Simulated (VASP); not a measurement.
Band structure of TiO$_{2}$ (rutile). These are vdW-DF-cx, VASP's PBE PAW potentials (set 64) (plane waves; VASP 6.6.1) values and carry that method's errors.

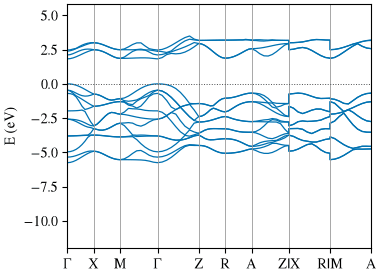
Fig. 1. Bands along high-symmetry lines, zero at the valence-band maximum or, without a gap, the Fermi level

Task: Read the plot: is there a gap, and where are the band edges?

Result: The gap is direct, 1.82 eV, from the valence maximum at Γ to the conduction minimum at Γ. (Edges off the drawn lines would not show.)

The compound is TiO2 in the rutile structure. It was relaxed first.
